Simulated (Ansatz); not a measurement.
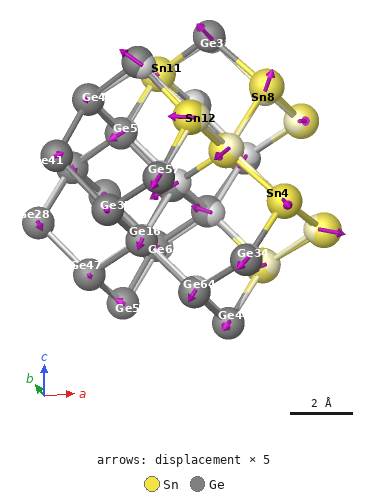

This is a relaxation of a crystal of Sn12Ge52 (a generated structure, set up in P1). The starting structure is drawn faded, the final one solid; purple arrows show the displacements, magnified 5 times.

Style: ball-and-stick. Shown: the atoms within 5.8 Å of the atom that moves most (axes of the cell of the calculation), slightly off an axis.

All numbers below come from DFT, PBEsol, PAW, plane waves in Ansatz 0.2.0. (plane-wave cutoff 420 eV; k-point mesh 1 × 1 × 1; mesh shifted by (0.25, 0.25, 0.25); no spin polarisation; cell relaxed at fixed shape; force threshold 0.03 eV/Å; at most 80 steps)

### What happened in the run?

After 5 geometry steps the energy has fallen by 58.7 meV per atom. The largest force component goes from 2.3 to 0.019 eV/Å. The pressure goes from 1.11 to 0.01 GPa. A Ge atom moves most: 0.24 Å along [−3 2 −2]. By element the largest moves are Ge 0.24 Å, Sn 0.19 Å. The cell stays as it was. Some distances before and after: Sn–Sn 2.532 → 2.758 Å, Sn–Sn 2.518 → 2.733 Å, Sn–Sn 2.536 → 2.706 Å, Sn–Sn 2.553 → 2.713 Å. Among the angles between lasting bonds that change: Sn–Sn–Ge 109.6° → 116.3°, Ge–Ge–Ge 109.1° → 115.8°, Ge–Ge–Ge 110.3° → 105.1°. The space group stays P1 (No. 1). Cost: 6.6 s on 1 × NVIDIA GB200 with 8 threads of Arm Neoverse-V2, peak memory 2.1 GiB.
